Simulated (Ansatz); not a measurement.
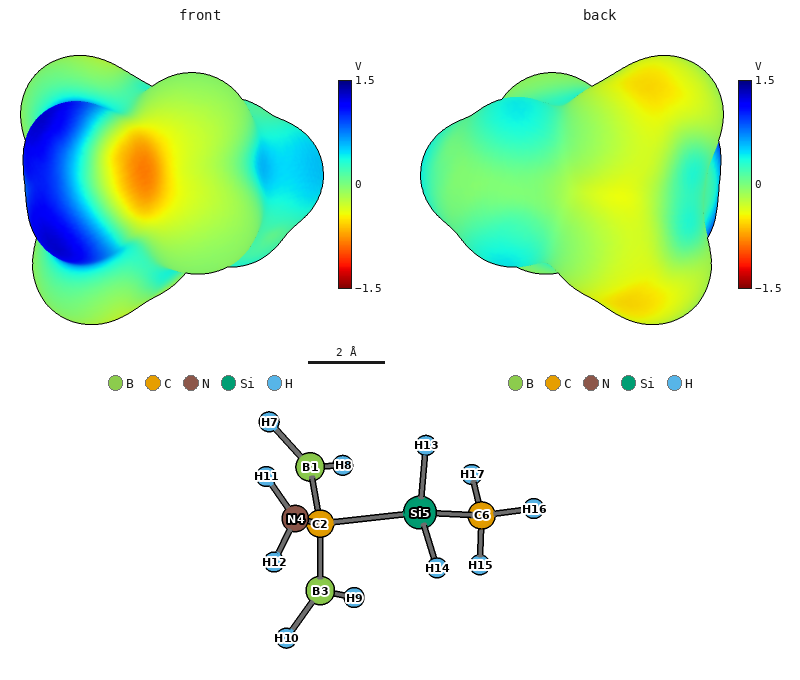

Figure 1: C2H11B2NSi. The molecular electrostatic potential painted on the density surface at 0.001 e/bohr³, seen from the front and from behind; the colour scale runs from red (negative) to blue (positive). The bare structure is drawn below in the same view.

The calculation used RKS PBE/def2-SVP in Ansatz 0.2.0.

The calculation's input:

```
crystal:
  periodic: [false, false, false]
  atoms:
    - { symbol: B, position_ang: [-1.7275, -0.5675, -0.1174] }
    - { symbol: C, position_ang: [-0.2367, -0.8138, 0.1664] }
    - { symbol: B, position_ang: [0.4042, -1.3622, -1.1873] }
    - { symbol: "N", position_ang: [-0.0395, -1.8044, 1.2257] }
    - { symbol: Si, position_ang: [0.6202, 0.787, 0.6603] }
    - { symbol: C, position_ang: [0.4895, 2.1207, -0.6515] }
    - { symbol: H, position_ang: [-2.5924, -1.0764, 0.4885] }
    - { symbol: H, position_ang: [-2.054, 0.2586, -0.9808] }
    - { symbol: H, position_ang: [0.4291, -0.6986, -2.12] }
    - { symbol: H, position_ang: [0.944, -2.4308, -1.1723] }
    - { symbol: H, position_ang: [-0.99164, -2.33375, 1.38333] }
    - { symbol: H, position_ang: [0.66603, -2.48404, 1.02836] }
    - { symbol: H, position_ang: [-0.0543, 1.3265, 1.8941] }
    - { symbol: H, position_ang: [2.0126, 0.5347, 0.9629] }
    - { symbol: H, position_ang: [0.9712, 1.7279, -1.5768] }
    - { symbol: H, position_ang: [1.009, 3.0604, -0.2873] }
    - { symbol: H, position_ang: [-0.5658, 2.3608, -0.8501] }
basis:
  gaussian: { orbitals: def2-SVP }
hamiltonian:
  xc: pbe
relax:
  f_tol: 0.015
  max_steps: 40
output:
  orbitals: {}
```

Run with:

```sh
ansatz run input.yaml --threads 2 --pin off --max-ram 3072MiB --backend cpu --events-out ev --progress --plain --runs-dir out
```

The fields are those of the relaxed geometry.

### Describe the electrostatic potential map.

The most negative region (about −0.8 V, or −18 kcal/mol for a unit charge) lies over N4, the most positive (about +1.3 V, or +30 kcal/mol for a unit charge) over H11 and H12.
